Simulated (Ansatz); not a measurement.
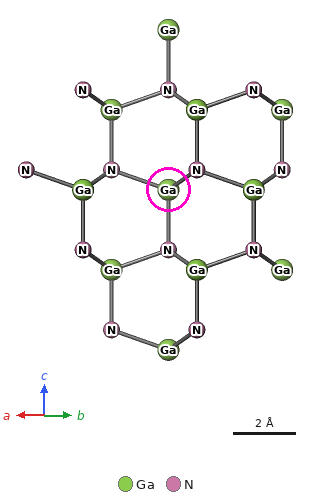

Perfect GaN. Style: ball-and-stick. Shown: the atoms within 5.2 Å of one point, in a slice 5.0 Å thick across the line of sight, along [110].

Method: Ansatz, DFT, PBE, plane-wave PAW, default files, scalar-relativistic. Settings: plane-wave cutoff 420 eV; k-point mesh 4 × 4 × 2; occupations fermi dirac; smearing width 0.01 eV; collinear spin. The axes drawn are those of the host's conventional cell.

A gallium atom is replaced by zinc at the ringed place, in charge state 0. The supercell has 32 sites, and the atoms are relaxed at the host's cell.

**How do the neighbours respond?**

In the host the Ga atom has 4 N at 1.94 to 1.95 Å; the Zn atom ends with 4 N at 1.98 to 1.99 Å. Of the host's atoms, a nitrogen atom moves furthest from its site, by 0.06 Å. The cell ends without a net magnetic moment. Relaxing the atoms from the host's sites lowers the energy by 0.10 eV.

The relaxed defect, seen from the same direction:

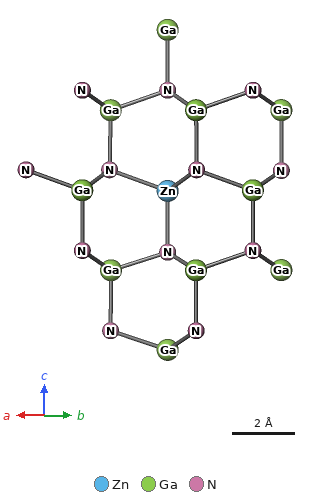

Limits of the set-up: the periodic images lie only 6.4 Å apart, so the values are limited by the cell's size.
